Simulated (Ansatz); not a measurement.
**BGeH6 (doublet): density, localisation and related maps**

Input file:

```
crystal:
  periodic: [false, false, false]
  atoms:
    - {symbol: H, position_ang: [-1.521463, -0.103182, 1.387407]}
    - {symbol: B, position_ang: [0.087355, 0.210501, -1.217853]}
    - {symbol: Ge, position_ang: [-0.056149, -0.194061, 0.947263]}
    - {symbol: H, position_ang: [1.249383, 0.233211, -1.493955]}
    - {symbol: H, position_ang: [-0.689500, -0.516103, -1.761558]}
    - {symbol: H, position_ang: [0.820088, 0.803563, 1.712837]}
    - {symbol: H, position_ang: [-0.374979, 1.200471, -0.639552]}
    - {symbol: H, position_ang: [0.485264, -1.634401, 1.065311]}
basis:
  gaussian: {orbitals: def2-TZVPP}
magnetization: {spin_polarized: true, initial_magnetization: 1}
hamiltonian: {xc: pbe0, dispersion: d4}
output: {orbitals: {seedname: orbitals}}
```

Command:

```sh
ansatz run in.yaml --threads 4 --pin off --events-out ev --progress --plain --max-ram 9574MiB
```

The product side of a reaction path; geometry: PBE0-D4/def2-TZVP.

All numbers below come from Ansatz, UKS PBE0-D4/def2-TZVPP.

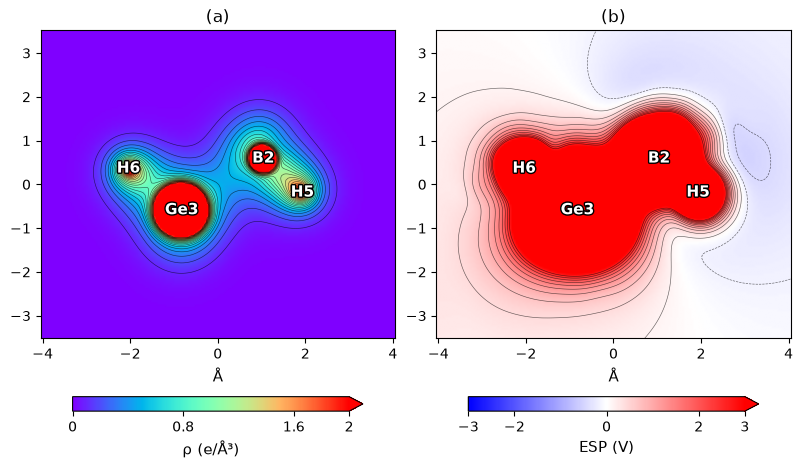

Figure 1. (a) total electron density; (b) molecular electrostatic potential on the plane of atoms B2, Ge3 and H6.

> Describe what can be read from this map.

The section cuts through B, Ge and H sites. Ge–B (2.21 Å): ρ at the midpoint is about 0.48 e/Å³. B–H (1.19 Å): ρ is about 1.2 e/Å³ halfway. Ge–H (1.53 Å): the density is about 1.1 e/Å³ at the midpoint. Outside the dense part of the molecule the potential is most negative (−0.5 V) near H5.

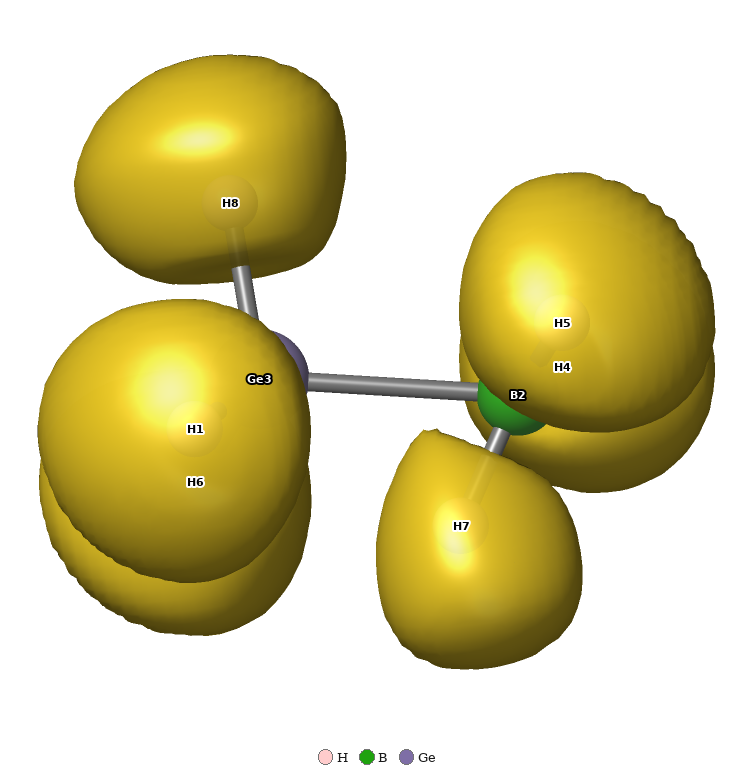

Figure 2. Isosurface of the ELF at 0.75 (yellow), seen from one side. Only the valence region is drawn (cores and ρ < 0.01 e/Å³ removed).

> Where are the electrons localised?

At this value the surface marks out six regions around hydrogen nuclei. Profiles from the grid: Ge–B (2.21 Å): the ELF peaks at about 0.70 in the valence shell of B, 1.0 Å from its nucleus, and is about 0.65 at the midpoint. B–H (1.19 Å): the ELF climbs to about 1 towards the hydrogen, as it does in any bond to H (a covalent bond by its length).

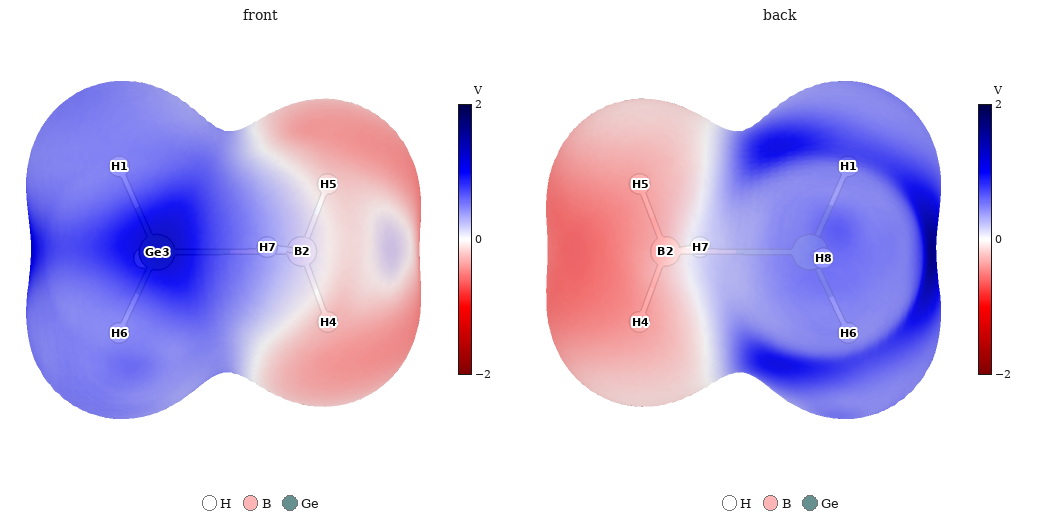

Figure 3. The molecular electrostatic potential painted on the density surface at 0.002 e/bohr³, seen from the front and from behind; the colour scale runs from red (negative) to blue (positive).

> Where is the surface potential most negative and most positive?

The most negative region (about −0.6 V, or −14 kcal/mol for a unit charge) lies over H5, the most positive (about +1.6 V, or +37 kcal/mol for a unit charge) over Ge3.
